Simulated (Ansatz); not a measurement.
# WSi2, response to strain

The parent structure is WSi2 (space group I4/mmm, No. 139; a = 3.229 Å, c = 7.870 Å; relaxed with 0.1 eV smearing).

Strains are applied to the cell and any free atomic positions relax.

Calculations: DFT with PBE, PAW potentials and a 420 eV plane-wave cutoff in Ansatz (a first-principles code), no spin-orbit coupling.

Notes on the quantities. energy relative to the base: free energy F.

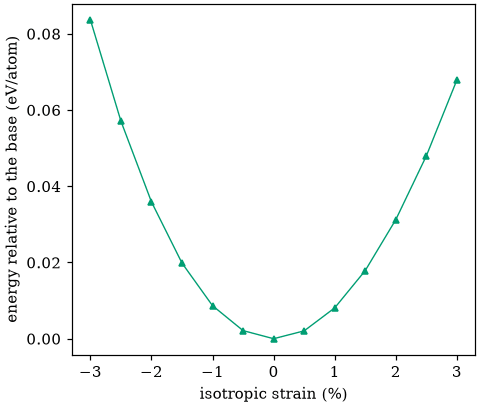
Figure. Energy relative to the base against isotropic strain

```csv
isotropic strain (%),energy relative to the base
-3,+84 meV/atom
-2.5,+57 meV/atom
-2,+36 meV/atom
-1.5,+20 meV/atom
-1,+8.7 meV/atom
-0.5,+2.1 meV/atom
0.5,+2.1 meV/atom
1,+8.1 meV/atom
1.5,+18 meV/atom
2,+31 meV/atom
2.5,+48 meV/atom
3,+68 meV/atom
```

Whether these cells are dynamically stable was not tested. All final runs are without spin polarisation.
